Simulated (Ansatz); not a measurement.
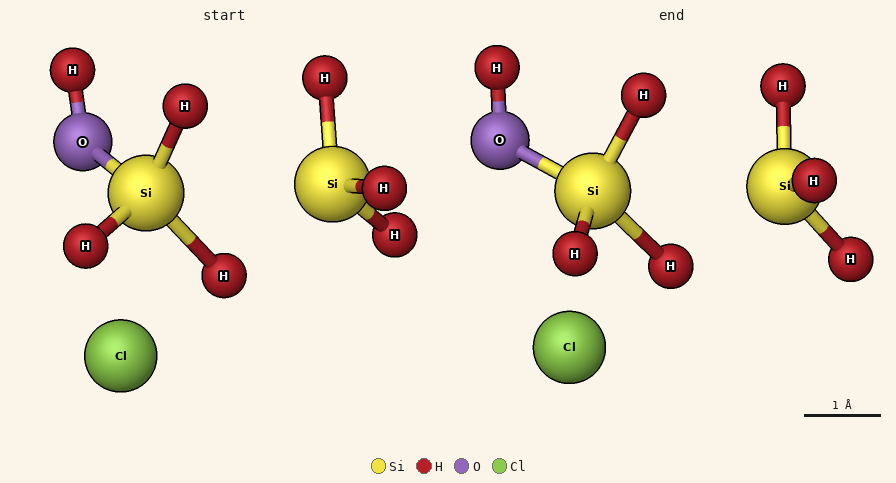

The structure of Si2H7OCl before (left) and after (right) a constrained relaxation, at one scale.

Style: ball-and-stick. Shown at a tilt.

The reaction that was planned forms Si1–Cl7, Si2–H6 and breaks Si1–Si2, H6–Cl7 (atoms numbered from 1 in input order).

These are results of RKS PBE0-D4/def2-SVP in Ansatz 0.2.0, not measurements. (held fixed: the distance between atoms 1 (Si) and 7 (Cl), the distance between atoms 2 (Si) and 6 (H), the distance between atoms 1 (Si) and 2 (Si), the distance between atoms 6 (H) and 7 (Cl), counting from 1; force threshold 0.08 eV/Å; at most 120 steps)

> Summarise the run.

The atom that moves furthest after the best rigid fit is an H atom (0.56 Å). Largest moves by element: H 0.56 Å, O 0.44 Å, Cl 0.31 Å, Si 0.15 Å. Among the contacts that change: O–Si 1.619 → 1.657 Å, H–Si 1.491 → 1.523 Å, H–Si 1.453 → 1.479 Å, H–Si 1.739 → 1.724 Å. Among the angles between lasting bonds that change: O–Si–H 100.7° → 111.8°, H–Si–H 123.2° → 114.1°, H–Si–H 111.8° → 103.0°. The optimiser took 7 steps.
